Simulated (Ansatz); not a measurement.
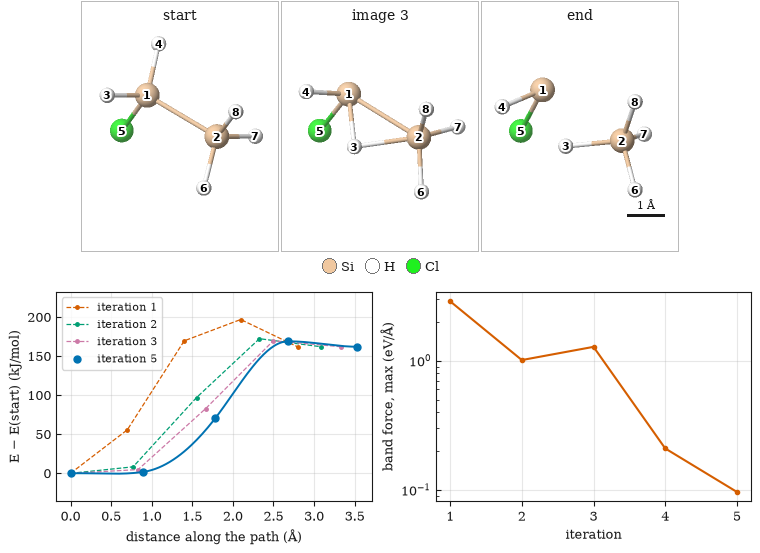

NEB run on Si2H5Cl. Images are numbered from 0 (start) to 4 (end). The plot follows the band through its iterations. A ball-and-stick model, seen from a free direction.

All numbers below come from RKS PBE-D4/def2-SVPD in Ansatz.

The input:
```yaml
crystal:
  periodic: [false, false, false]
  atoms:
    - {symbol: Si, position_ang: [-0.941191, -0.170588, -0.616033]}
    - {symbol: Si, position_ang: [0.938781, 0.072118, 0.752517]}
    - {symbol: H, position_ang: [-1.066620, -1.554340, -1.139822]}
    - {symbol: H, position_ang: [-2.192920, 0.187172, 0.098125]}
    - {symbol: Cl, position_ang: [-0.754220, 1.099402, -2.232517]}
    - {symbol: H, position_ang: [2.162902, -0.273749, -0.015465]}
    - {symbol: H, position_ang: [1.032063, 1.476753, 1.228123]}
    - {symbol: H, position_ang: [0.821203, -0.836766, 1.924973]}
basis:
  gaussian: {orbitals: def2-SVPD}
hamiltonian: {xc: pbe, dispersion: d4}
neb:
  images: 3
  climbing: true
  max_iterations: 40
  initial_path: idpp
  f_tol: 0.1
  final_atoms:
    - {symbol: Si, position_ang: [-1.532001, 0.565216, -0.177811]}
    - {symbol: Si, position_ang: [0.974699, -0.182359, 0.626525]}
    - {symbol: H, position_ang: [-0.107925, -0.637445, -0.379719]}
    - {symbol: H, position_ang: [-2.131223, -0.757268, -0.631248]}
    - {symbol: Cl, position_ang: [-1.189122, 1.382039, -2.085511]}
    - {symbol: H, position_ang: [2.070825, -1.109106, 0.228890]}
    - {symbol: H, position_ang: [1.393894, 1.218188, 0.417320]}
    - {symbol: H, position_ang: [0.520854, -0.479265, 2.001455]}
```

Launched with:
```bash
ansatz run in.yaml --threads 2 --pin off --events-out ev --progress --plain --max-ram 4352MiB
```

Q: Did the band converge, and can the barrier be trusted?

A: The run is converged, with reservations. The band converged in 5 iterations. The largest component of the band force went from 2.9 to 0.096 eV/Å. The climbing image converged on the top of the path. Its curvatures weren't checked. The largest force component is 0.59 eV/Å at the start and 0.73 eV/Å at the end; an end with forces this large is no minimum, and the barrier measured from it can be far off. The first iteration put the highest image at 197.0 kJ/mol. The highest point, image 3, lies 169.0 kJ/mol above the start and 6.9 kJ/mol above the end; the end is at +162.1 kJ/mol relative to the start.

Cost: 72 s on 2 threads of Intel Xeon Platinum 8488C, with other jobs on the host.
